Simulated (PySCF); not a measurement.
System: C7H15P.

The calculation's input:

```
{"job": {"kind": "nmr", "xc": "PBE0", "basis": "pcSseg-1"}, "charge": 0, "multiplicity": 1}
C     -3.044700     0.176262     0.993090
C     -2.149370    -0.584773     0.025818
C     -0.892643     0.210501    -0.325510
C     -0.048607    -0.478765    -1.406826
C      1.405785    -0.081047    -1.193688
C      1.691462    -0.286206     0.292786
C      3.007826     0.317544     0.760234
P      0.216420     0.442684     1.188381
H     -2.488774     0.419374     1.898152
H     -3.911632    -0.419700     1.267568
H     -3.391008     1.105076     0.544593
H     -2.702054    -0.806372    -0.891772
H     -1.856163    -1.537113     0.475990
H     -1.195297     1.206507    -0.666663
H     -0.142632    -1.562303    -1.299789
H     -0.398517    -0.207036    -2.403939
H      2.078676    -0.675346    -1.814813
H      1.543064     0.972901    -1.449256
H      1.694369    -1.362356     0.511692
H      3.033934     1.384951     0.545431
H      3.846951    -0.157851     0.254073
H      3.130259     0.182643     1.833239
H      0.567899     1.767412     0.871291
```

Command:

```sh
OMP_NUM_THREADS=1 python probes_run.py task.json out
```

Geometry: GFN2-xTB.

All numbers below come from PBE0/pcSseg-1, SCF density, gas phase, non-relativistic (PySCF).

Question: What will maps of the electron density and electron localisation function show?

Answer: C–C (1.52 Å): the density is about 1.6 e/Å³ at the midpoint; the ELF peaks at about 0.95 between the atoms, as expected for localised, covalent bonding.
C–P (1.87 Å): ρ at the midpoint is about 1.1 e/Å³; the ELF peaks at about 0.95 between the atoms; localised, covalent bonding.
C–H (1.09 Å): ρ at the midpoint is about 2 e/Å³; the ELF climbs to about 1 towards the hydrogen, as it does in any bond to H; an ordinary covalent bond to hydrogen.

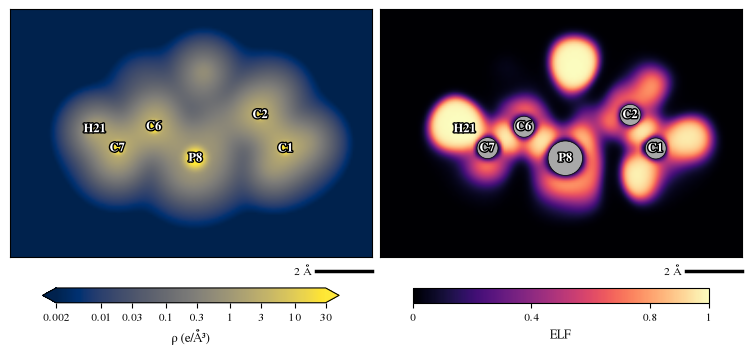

Computed electron density and electron localisation function on the plane of atoms C6, C7 and H21, in this order. Grey discs cover the atomic cores in the ELF map. 
